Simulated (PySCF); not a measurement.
Molecule: CH2Cl6Si2, SMILES [Si](C[Si](Cl)(Cl)Cl)(Cl)(Cl)Cl. Atoms near the plane z = 1.5 Å, at the GFN2-xTB optimised geometry (x, y, z in Å): Si2 (0.7, -1.1, 0.3), Cl3 (2.7, -0.8, -0.1), Cl4 (0.5, -1.6, 2.2), C5 (-0.2, 0.6, 0.0), Si6 (-2.1, 0.6, 0.0), Cl8 (-2.8, -0.3, 1.6), Cl9 (-2.7, 2.5, 0.0), H11 (0.2, 1.3, 0.8).

Calculation: PBE/def2-TZVP run with PySCF. Cells within 0.4 Å of a nucleus heavier than hydrogen are left out (blank, or x). The values are rescaled to run from 0 to 1.

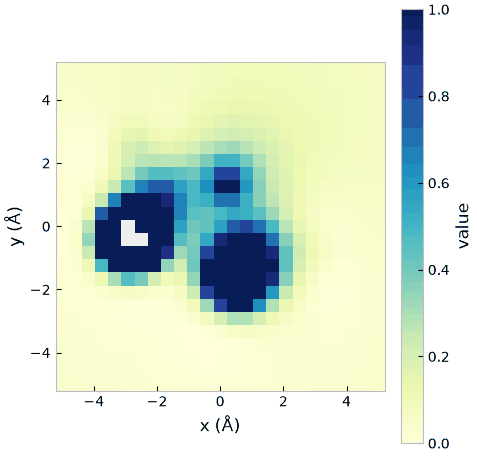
Figure. a field on the plane z = 1.5 Å.

### Question
Which quantity is mapped?
(A) Laplacian of the electron density
(B) deformation density (molecule minus spherical neutral atoms)
(C) an orbital amplitude
(D) electrostatic potential

### Answer
D, electrostatic potential. In full: electrostatic potential (hartree/e), clipped to [-0.08, 0.12].
